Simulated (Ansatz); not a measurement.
**CF$_{2}$Ge (SMILES F[C]#[Ge][F]) (triplet): density, localisation and related maps**

```yaml
atoms:
  - { symbol: C, position_ang: [-0.9857, 1.1021, 0.5122] }
  - { symbol: F, position_ang: [-0.8164, 2.0095, -0.4185] }
  - { symbol: F, position_ang: [-2.1202, -0.8243, 2.1769] }
  - { symbol: Ge, position_ang: [-2.7268, 0.1631, 0.8480] }
```

Geometry: B3LYP/6-31G*.

These are results of isolated molecule in a Gaussian basis; Kohn-Sham density functional theory, functional PBE0 (Ansatz 0.2.0), not measurements.

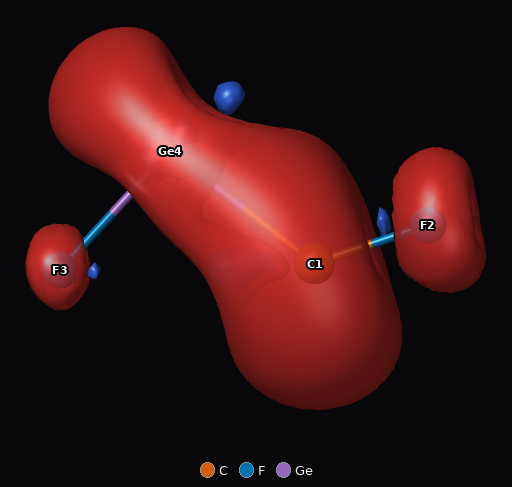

Figure 1. Isosurfaces of the spin density at +0.02 (red) and −0.02 e/Å³ (blue), seen across its widest extent.

Question: Describe the spin distribution.

Answer: The unpaired spin (2 electrons) lies mostly on C1 (about 1.3), Ge4 (about 0.5) and F2 (about 0.2), in electrons by Hirshfeld's partition.

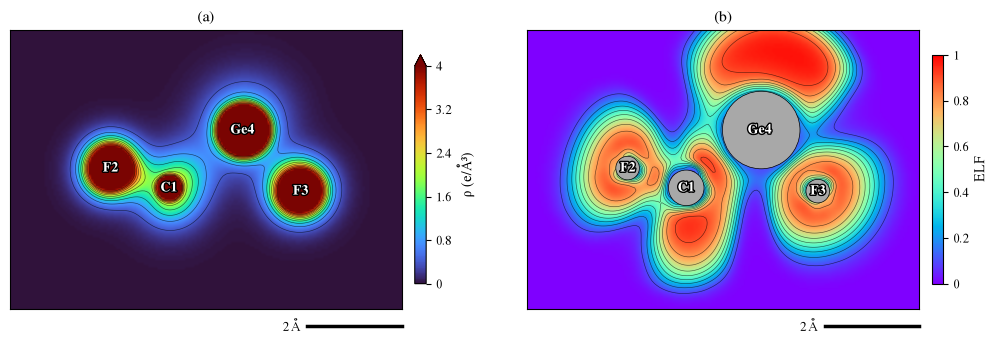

Figure 2. (a) total electron density; (b) electron localisation function on the molecular plane. Grey discs cover the atomic cores in the ELF map.

Question: What do the fields say about this system?

Answer: Atoms in the plane: C, F and Ge. C–F (1.31 Å): ρ at the midpoint is about 2.5 e/Å³; the ELF peaks at about 0.85 between the atoms (a polar covalent bond). Ge–F (1.76 Å): the density is about 0.92 e/Å³ at the midpoint; the ELF peaks at about 0.80 in the valence shell of F, 0.5 Å from its nucleus, and is about 0.25 at the midpoint. C–Ge (2.01 Å): ρ at the midpoint is about 0.74 e/Å³; the ELF peaks at about 0.90 in the valence shell of C, 0.7 Å from its nucleus, and is about 0.60 at the midpoint. The ELF also peaks beside C1, F3 and F2, away from the bonds: non-bonding electrons, paired or unpaired.

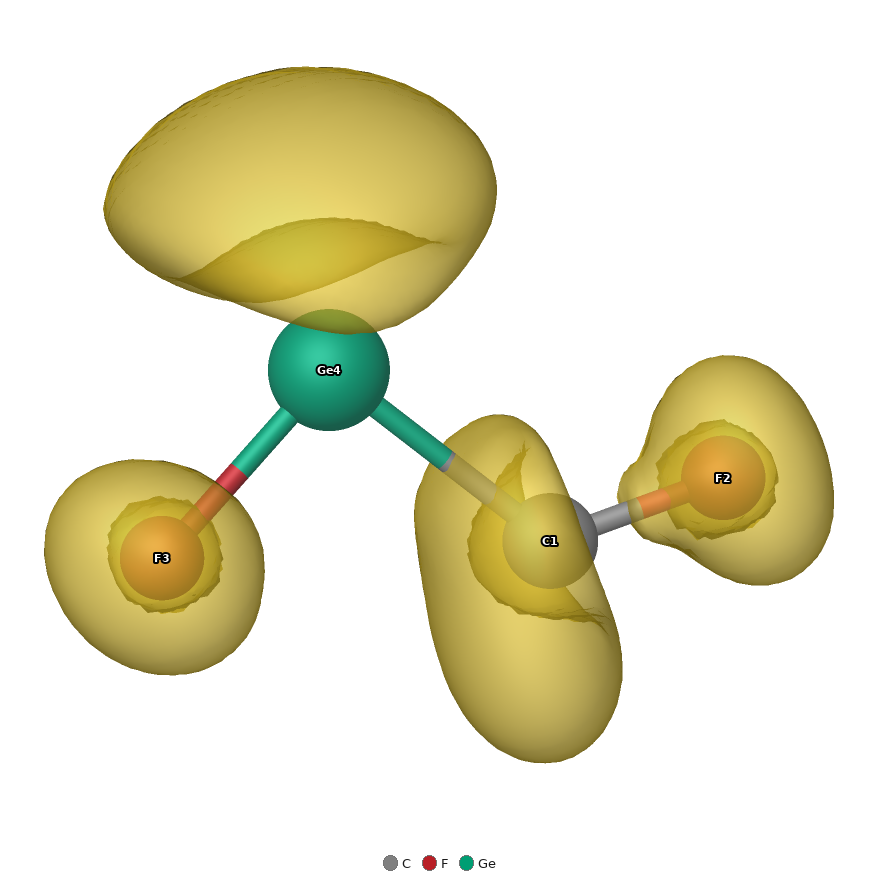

Figure 3. Isosurface of the ELF at 0.75 (yellow), seen at a tilt. Core shells and regions of very low density are left out.

Question: Describe the localisation domains.

Answer: The surface consists of one region on F in which the atom's valence shell and bonds are merged, one lobe on C, pointing away from the bonds (non-bonding electrons), one lobe on Ge, pointing away from the bonds (non-bonding electrons) and one region wrapped around F (its valence shell).
